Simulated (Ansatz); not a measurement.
**F4H2O2W: density, localisation and related maps**

Input file:

```
crystal:
  periodic: [false, false, false]
  atoms:
    - symbol: F
      position_ang: [-1.294438, 0.087838, -1.386495]
    - symbol: F
      position_ang: [-0.690314, -1.631492, 0.353137]
    - symbol: F
      position_ang: [-1.238190, 1.036372, 0.931653]
    - symbol: F
      position_ang: [1.146656, -0.475571, -1.390596]
    - symbol: O
      position_ang: [0.590812, 2.150910, -0.793462]
    - symbol: O
      position_ang: [1.305396, 0.309407, 1.139131]
    - symbol: W
      position_ang: [0.136034, 0.627101, -0.268481]
    - symbol: H
      position_ang: [-1.349891, -1.652965, -0.309633]
    - symbol: H
      position_ang: [1.393946, -0.451590, 1.724758]
basis:
  gaussian:
    orbitals: def2-SVPD
hamiltonian:
  xc: {name: PBE0}
output:
  forces: true
  orbitals: {seedname: orbitals}
```

Command:

```sh
ansatz run input.yaml --threads 2 --pin off --max-ram 6090MiB --events-out events.jsonl --progress --plain --runs-dir runs
```

Geometry: PBE0-D4/def2-SVP; core potentials replace the inner electrons of W.

Level of theory: isolated molecule in a Gaussian basis; Kohn-Sham density functional theory, functional PBE0 (Ansatz).

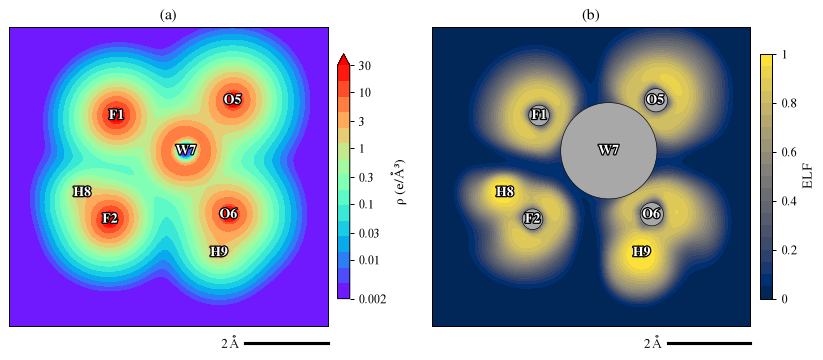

Figure 1. (a) electron density; (b) electron localisation function on the plane of atoms W7, O6 and H9. Grey discs cover the atomic cores in the ELF map.

What do the fields say about this system?

Answer. Atoms in the plane: F, O, W and H. W–O (1.67 Å): the density is about 2 e/Å³ at the midpoint; the ELF peaks at about 0.80 in the valence shell of O, 0.5 Å from its nucleus, and drops to about 0.40 between the two atoms. W–F (1.89 Å): the density is about 1 e/Å³ at the midpoint; the ELF peaks at about 0.85 in the valence shell of F, 0.5 Å from its nucleus, and drops to about 0.25 between the two atoms. F–H (0.94 Å): the density is about 4.6 e/Å³ at the midpoint; the ELF climbs to about 1 towards the hydrogen, as it does in any bond to H (an ordinary covalent bond to hydrogen). W–O (1.86 Å): ρ at the midpoint is about 1.2 e/Å³; the ELF peaks at about 0.85 in the valence shell of O, 0.5 Å from its nucleus, and drops to about 0.25 between the two atoms. O–H (0.96 Å): ρ is about 3.7 e/Å³ halfway; the ELF climbs to about 1 towards the hydrogen; a covalent bond by its length. The ELF also peaks beside F2, away from the bonds: lone-pair regions.

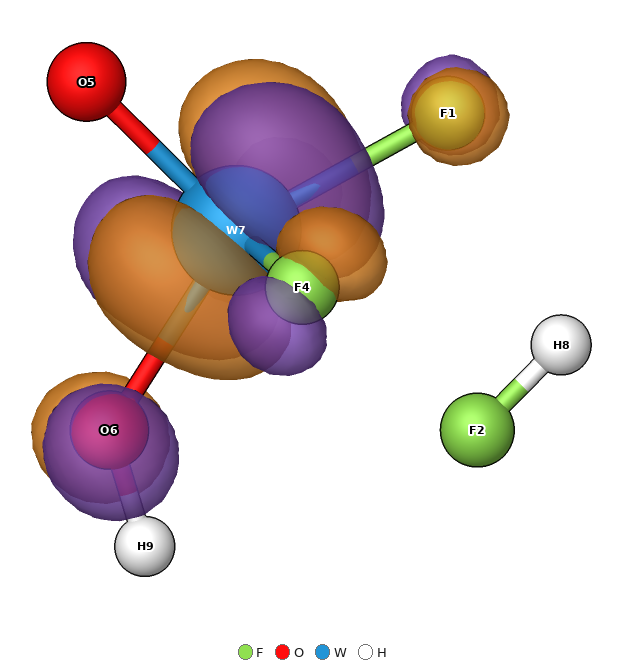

Figure 2. The LUMO at ±0.15 Å⁻³ᐟ² (orange and purple are the two phases), seen at a tilt.

Describe this orbital and give its energy.

Answer. It lies mainly on W7 (about 65 %), O6 (about 10 %), F4 (about 5 %) and F3 (about 5 %). Its energy is −3.42 eV.

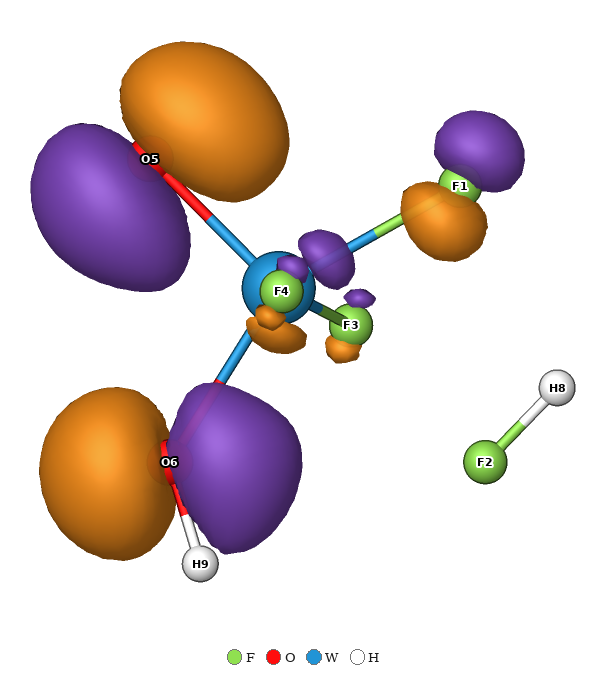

Figure 3. The HOMO at ±0.15 Å⁻³ᐟ² (orange and purple are the two phases), seen at a tilt.

Where does this orbital lie, and at what energy?

Answer. Its weight (Hirshfeld) is mainly on O5 (about 45 %), O6 (about 35 %) and W7 (about 10 %); largely a combination of lone pairs on O5 and O6. Its energy is −10.63 eV.
